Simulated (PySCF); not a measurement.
## Electronic structure of C2H7AlNO4 (doublet) in real space

Input

```
{"job": {"kind": "epr"}, "charge": 0, "multiplicity": 2}
C      0.251314     0.768334    -1.029972
O     -0.035884     1.228654     0.086730
Al    -1.069288     0.577208     1.592088
O     -1.868904    -0.639222     0.610104
O      0.178678    -0.034950     2.649735
N      0.065478     1.483818    -2.143967
O      0.794101    -0.399286    -1.249673
C      0.995349    -1.298774    -0.149716
H     -2.662237    -1.054203     0.954245
H      0.317332     0.424364     3.480541
H      0.289602     1.091695    -3.047213
H     -0.385295     2.383914    -2.070177
H      0.031787    -1.766540     0.092948
H      1.731914    -2.029183    -0.500664
H      1.355155    -0.761071     0.739521
```

Command:

```sh
OMP_NUM_THREADS=1 python cluster_run.py task.json out
```

Geometry: PBE0-D3(BJ)/def2-SVP.

Computed with PySCF, UKS B3LYP, IGLO-III on Al C N O, pcH-1 on H, non-relativistic, mean-field spin-orbit, GIAO.

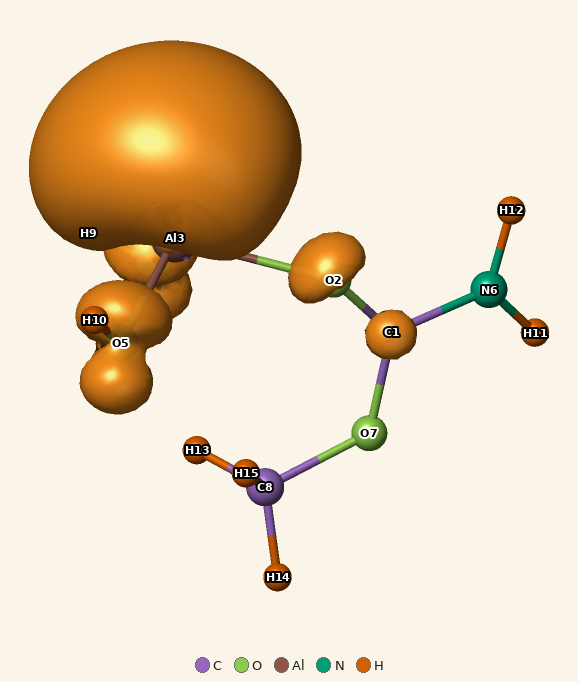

Figure 1. Isosurfaces of the spin density at +0.015 (orange) and −0.015 e/Å³ (purple), seen at a tilt.

> Which atoms carry the spin?

The unpaired spin (1 electron) lies mostly on Al3 (about 0.8) and O5 (about 0.1), in electrons by Hirshfeld's partition.

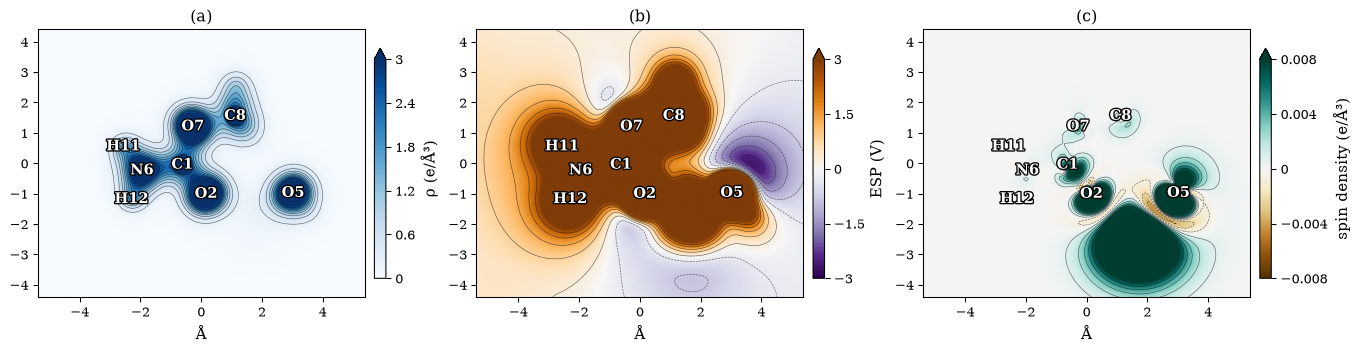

Figure 2. (a) total electron density; (b) electrostatic potential; (c) spin density (α minus β) on the plane of atoms C1, O7 and C8.

> Describe what can be read from this map.

Atoms in the plane: C, O, N and H.
C–O (1.24 Å): ρ is about 3.1 e/Å³ halfway.
C–N (1.34 Å): the density is about 2.5 e/Å³ at the midpoint.
C–O (1.31 Å): ρ at the midpoint is about 2.7 e/Å³.
C–O (1.44 Å): ρ at the midpoint is about 1.9 e/Å³, with its minimum of 1.5 e/Å³ about 0.5 Å from C.

Outside the dense part of the molecule the potential is most negative (−2.7 V) near O5.

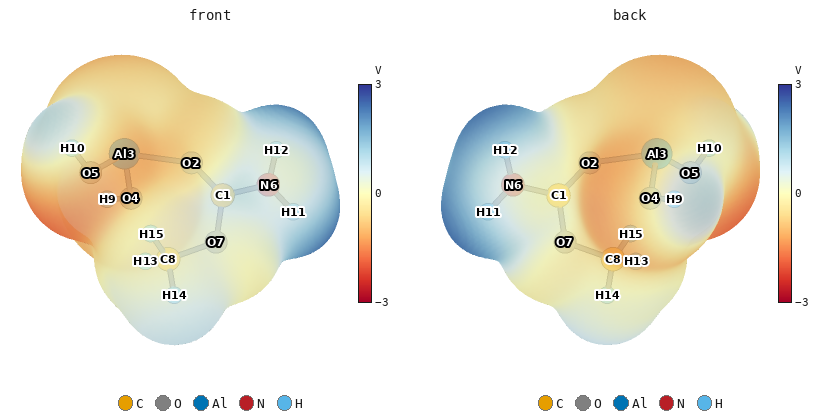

Figure 3. The electrostatic potential painted on the density surface at 0.001 e/bohr³, seen from the front and from behind; the colour scale runs from red (negative) to blue (positive).

> Where is the surface potential most negative and most positive?

The most negative region (about −1.7 V, or −39 kcal/mol for a unit charge) lies over O5, the most positive (about +2.3 V, or +53 kcal/mol for a unit charge) over H11 and H12. O5 is the likeliest acceptor of a hydrogen bond.
